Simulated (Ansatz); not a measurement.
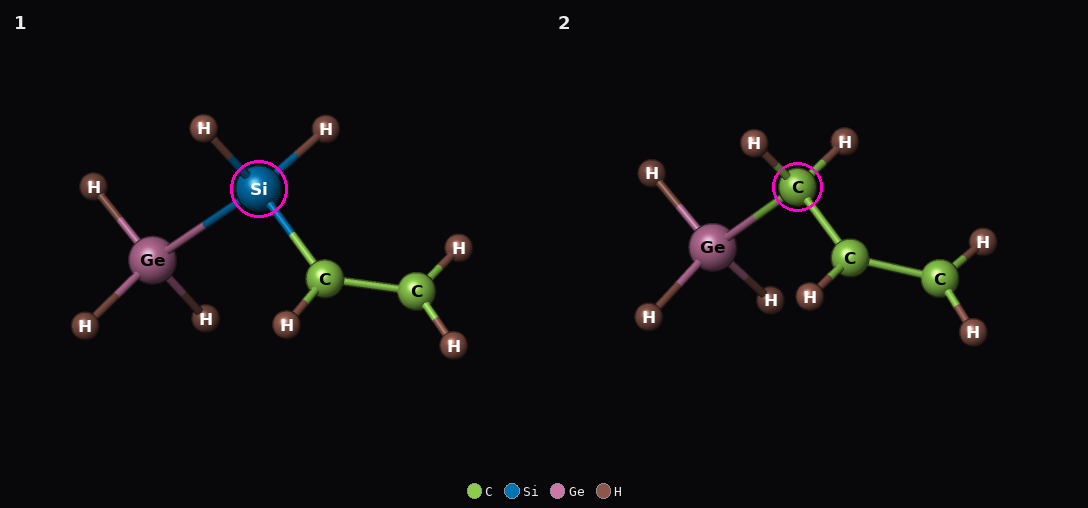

2 molecules with one skeleton, seen from the same side and at one scale; the atom that differs is circled. Charge 0, singlet. Computed geometries: PBE0-D4/def2-TZVP optimisations, one conformation each. Properties computed with Ansatz 0.2.0.

One atom differs, called X below: Si in panel 1, C in panel 2. Their formulas are C2H8GeSi (`C=C[SiH2][GeH3]`), C3H8Ge (`C=C[CH2][GeH3]`).

**In which is the HOMO–LUMO gap larger (B3LYP-D4/def2-TZVPP)?**

In panel 2 (X = C).

**In which is the HOMO energy (Kohn–Sham orbital) higher (B3LYP-D4/def2-TZVPP)?**

In panel 2 (X = C).

Give the values. With PBE0-D4/def2-TZVP: length of X–C (Å), length of X–Ge (Å), mean length of X–H (Å), mean angle C–X–H (°), dipole moment (D). With B3LYP-D4/def2-TZVPP: HOMO energy (Kohn–Sham orbital) (eV), HOMO–LUMO gap (eV).

| quantity | 1 (Si) | 2 (C) | 2 − 1 |
| --- | --- | --- | --- |
| length of X–C (Å) | 1.860 | 1.485 | −0.375 |
| length of X–Ge (Å) | 2.382 | 1.972 | −0.410 |
| mean length of X–H (Å) | 1.489 | 1.093 | −0.396 |
| mean angle C–X–H (°) | 109.7 | 111.4 | +1.7 |
| dipole moment (D) | 0.92 | 0.50 | −0.42 |
| HOMO energy (Kohn–Sham orbital) (eV) | −7.40 | −6.90 | +0.50 |
| HOMO–LUMO gap (eV) | 6.52 | 6.77 | +0.25 |
